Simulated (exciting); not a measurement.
## KLuS2: the K K edge from the Bethe–Salpeter equation

How far do the exchange and direct terms reshape the K K edge of KLuS2?

Program: exciting sodium. Level of theory: X-ray absorption, core-level Bethe-Salpeter equation, exchange and statically screened direct term, Tamm-Dancoff, all-electron LAPW+lo LDA. Results are calculated unless marked as measured.

### 1. Set-up

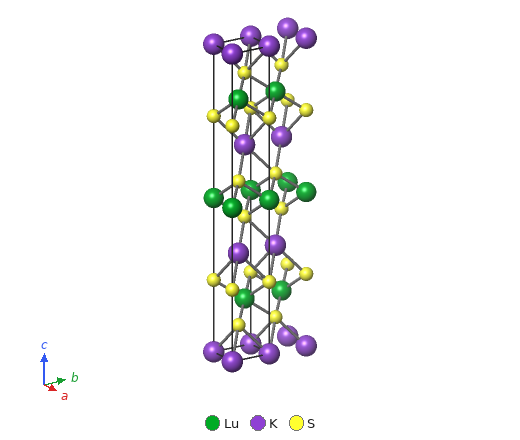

Start, viewed slightly off an axis; lutetium green, potassium purple, sulfur yellow. 1×2×1 cells are drawn. This picture shows the conventional cell, with its axes. Bonds to atoms that aren't drawn are left out. Some periodic images of atoms are drawn too.

As a file:

```cif
data_structure
_symmetry_space_group_name_H-M 'R-3m:H'
_symmetry_Int_Tables_number 166
_cell_length_a 3.9490
_cell_length_b 3.9490
_cell_length_c 21.8710
_cell_angle_alpha 90.000
_cell_angle_beta 90.000
_cell_angle_gamma 120.000
_cell_volume 295.37
loop_
_atom_site_label
_atom_site_type_symbol
_atom_site_symmetry_multiplicity
_atom_site_Wyckoff_symbol
_atom_site_fract_x
_atom_site_fract_y
_atom_site_fract_z
_atom_site_occupancy
Lu1 Lu 3 b 0.33333 0.66667 0.16667 1
K1 K 3 a 0.00000 0.00000 0.00000 1
S1 S 6 c 0.66667 0.33333 0.09964 1
```

Differences between curves are given as r.m.s. difference over r.m.s. height.

### 2. Ground state

The species files are the program's own, with muffin-tin radii set in the input.

Input file input.xml:

```
<input>
  <title>KLuS2</title>
  <structure speciespath="." autormt="false" epslat="1.0e-5">
    <crystal>
      <basevect>3.7312642324 2.1542464090 13.7767333546</basevect>
      <basevect>-3.7312642324 2.1542464090 13.7767333546</basevect>
      <basevect>0.0000000000 -4.3084928179 13.7767333546</basevect>
    </crystal>
    <species speciesfile="Lu.xml" rmt="2.300">
      <atom coord="0.5000000000 0.5000000000 0.5000000000"/>
    </species>
    <species speciesfile="K.xml" rmt="2.464">
      <atom coord="0.0000000000 0.0000000000 0.0000000000"/>
    </species>
    <species speciesfile="S.xml" rmt="2.300">
      <atom coord="0.7663100000 0.7663100000 0.7663100000"/>
      <atom coord="0.2336900000 0.2336900000 0.2336900000"/>
    </species>
  </structure>
  <groundstate do="fromscratch" xctype="LDA_PW" ngridk="3 3 3" rgkmax="7" gmaxvr="14" nempty="8" swidth="0.001" maxscl="100" epsengy="1e-5"/>
</input>
```

The run is started by

```sh
$ OMP_NUM_THREADS=1 mpirun -n 4 exciting
```

The program printed:

```text
EXCITING SODIUM started
********************************************************************************
* Ground-state run starting from atomic densities                              *
********************************************************************************
+ Starting initialization                                                      +
 Lattice vectors (cartesian) :
      3.7312642324      2.1542464090     13.7767333546
     -3.7312642324      2.1542464090     13.7767333546
      0.0000000000     -4.3084928179     13.7767333546
 Reciprocal lattice vectors (cartesian) :
      0.8419646688      0.4861085282      0.1520240719
     -0.8419646688      0.4861085282      0.1520240719
     -0.0000000000     -0.9722170564      0.1520240719
 Unit cell volume                           :     664.4294685806
 Brillouin zone volume                      :       0.3733281336
 Species :    1 (Lu)
     parameters loaded from                 :    Lu.xml
     name                                   :    lutetium
     nuclear charge                         :     -71.00000000
     electronic charge                      :      71.00000000
     atomic mass                            :  318945.32950000
     muffin-tin radius                      :       2.30000000
     # of radial points in muffin-tin       :     600
     atomic positions (lattice) :
       1 :   0.00000000  0.00000000  0.00000000
 Species :    2 (K)
     parameters loaded from                 :    K.xml
     name                                   :    potassium
     nuclear charge                         :     -19.00000000
     electronic charge                      :      19.00000000
     atomic mass                            :   71271.84085000
     muffin-tin radius                      :       2.46400000
     # of radial points in muffin-tin       :     350
     atomic positions (lattice) :
       1 :   0.50000000  0.50000000  0.50000000
 Species :    3 (S)
     parameters loaded from                 :    S.xml
     name                                   :    sulphur
     nuclear charge                         :     -16.00000000
     electronic charge                      :      16.00000000
     atomic mass                            :   58452.74216000
     muffin-tin radius                      :       2.30000000
     # of radial points in muffin-tin       :     300
     atomic positions (lattice) :
       1 :   0.26631000  0.26631000  0.26631000
       2 :   0.73369000  0.73369000  0.73369000
 Total number of atoms per unit cell        :       4
 Spin treatment                             :    spin-unpolarised
 Number of Bravais lattice symmetries       :      12
 Number of crystal symmetries               :      12
 k-point grid                               :       3    3    3
 Total number of k-points                   :       6
 k-point set is reduced with crystal symmetries
 R^MT_min * |G+k|_max (rgkmax)              :       7.00000000
 Species with R^MT_min                      :       1 (Lu)
 Maximum |G+k| for APW functions            :       3.04347826
 Maximum |G| for potential and density      :      14.00000000
 G-vector grid sizes                        :      72    72    72
 Total number of G-vectors                  :   30757
 Maximum angular momentum used for
     APW functions                          :       8
     computing H and O matrix elements      :       8
     potential and density                  :       8
     inner part of muffin-tin               :       2
 Total nuclear charge                       :    -122.00000000
 Total electronic charge                    :     122.00000000
 Total core charge                          :      76.00000000
 Total valence charge                       :      46.00000000
 Number of empty states                     :       8
 Total number of valence states             :      32
 Maximum Hamiltonian size                   :     362
 Maximum number of plane-waves              :     326
 Total number of local-orbitals             :      36
 Exchange-correlation type                  :       3
     Perdew-Wang, Phys. Rev. B 45, 13244 (1992)
 Smearing scheme                            :    Gaussian
 Smearing width                             :       0.00100000
 Using multisecant Broyden potential mixing
+ Ending initialization                                                        +
********************************************************************************
* Groundstate module started                                                   *
********************************************************************************
 Output level for this task is set to normal
+ Self-consistent loop started                                                 +
 Density and potential initialised from atomic data
+ SCF iteration number :    1                                                  +
 Total energy                               :    -15958.67816449
 _______________________________________________________________
 Fermi energy                               :         0.14813264
 Kinetic energy                             :     17651.99548732
 Coulomb energy                             :    -33236.45351999
 Exchange energy                            :      -362.90966575
 Correlation energy                         :       -11.31046608
 DOS at Fermi energy (states/Ha/cell)       :         0.00000000
 Electron charges :
     core                                   :        76.00000000
     core leakage                           :         0.00010051
     valence                                :        46.00000000
     interstitial                           :         5.99657695
     charge in muffin-tin spheres :
                  atom     1    Lu          :        68.00297550
                  atom     2     K          :        17.62738392
                  atom     3     S          :        15.18653181
                  atom     4     S          :        15.18653181
     total charge in muffin-tins            :       116.00342305
     total charge                           :       122.00000000
 Estimated fundamental gap                  :         0.12317491
        valence-band maximum at    1      0.0000  0.0000  0.0000
     conduction-band minimum at    6      0.6667  0.3333  0.3333
[... further iterations ...]
| Convergence targets achieved. Performing final SCF iteration                 +
 Total energy                               :    -15969.17959480
 _______________________________________________________________
 Fermi energy                               :         0.16104077
 Kinetic energy                             :     17643.55238012
 Coulomb energy                             :    -33238.51972587
 Exchange energy                            :      -362.90665985
 Correlation energy                         :       -11.30558921
 DOS at Fermi energy (states/Ha/cell)       :         0.00000000
 Electron charges :
     core                                   :        76.00000000
     core leakage                           :         0.00010132
     valence                                :        46.00000000
     interstitial                           :         6.38112466
     charge in muffin-tin spheres :
                  atom     1    Lu          :        68.20564244
                  atom     2     K          :        17.67665278
                  atom     3     S          :        14.86829006
                  atom     4     S          :        14.86829006
     total charge in muffin-tins            :       115.61887534
     total charge                           :       122.00000000
 Estimated fundamental gap                  :         0.08435711
        valence-band maximum at    1      0.0000  0.0000  0.0000
     conduction-band minimum at    6      0.6667  0.3333  0.3333
+ Self-consistent loop stopped                                                 +
 STATE.OUT is written
********************************************************************************
* Groundstate module stopped                                                   *
********************************************************************************
 Total time spent (seconds)                 :        34.47
- CAUTION! Warnings have been written in file WARNING.OUT !                    -
| EXCITING SODIUM stopped                                                      =
```

Run time: 36 s. Hardware: 4 MPI ranks of Arm Neoverse V2, shared host.

The warnings file holds hints only, no warning.

The mesh shows a gap of 2.30 eV. Core levels (Dirac, from the valence top):

```tsv
atom	level	energy (eV)
K	1s1/2	-3504.7
K	2s1/2	-345.7
K	2p1/2	-275.4
K	2p3/2	-272.5
```

### 3. A richer basis for the empty states

Each species file gets more local orbitals, built from u and its energy derivative at 0.15 Ha and u at 0.9 Ha.

input.xml is that of step 2.

Input file SPECIES.xml, added lines:

```
<lo l="L">  <!-- L = 0, 1, 2, and 3 from Cs on -->
  <wf matchingOrder="0" trialEnergy="0.1500" searchE="false"/>
  <wf matchingOrder="1" trialEnergy="0.1500" searchE="false"/>
  <wf matchingOrder="0" trialEnergy="0.9000" searchE="false"/>
</lo>
```

The run is started by

```sh
$ OMP_NUM_THREADS=1 mpirun -n 4 exciting
```

The program printed:

```text
EXCITING SODIUM started
********************************************************************************
* Ground-state run starting from atomic densities                              *
********************************************************************************
+ Starting initialization                                                      +
[... lattice and species ...]
 Spin treatment                             :    spin-unpolarised
 Number of Bravais lattice symmetries       :      12
[...]
+ Self-consistent loop stopped                                                 +
 STATE.OUT is written
********************************************************************************
* Groundstate module stopped                                                   *
********************************************************************************
 Total time spent (seconds)                 :        35.67
- CAUTION! Warnings have been written in file WARNING.OUT !                    -
| EXCITING SODIUM stopped                                                      =
[key lines of the parts left out:]
Total energy                               :    -15969.18042271
Fermi energy                               :         0.16126879
```

The job ended after 38 s (4 MPI ranks).

Against the first ground state the total energy moves by -6 meV an atom and the gap by 0.00 eV.

(Part 1 of 3 ends here.)

[Banner, clock and machine lines of the logs are left out without a mark of their own.]

[Logs are printed without paths, hosts, clocks, repeated set-up lines and the standing remarks that a program may print on its own settings, such as how far it seeks lower states.]

[Hosts, paths, dates, database ids (printed as entryN), source tags and the programs' standing remarks are cut or masked in the printed files.]
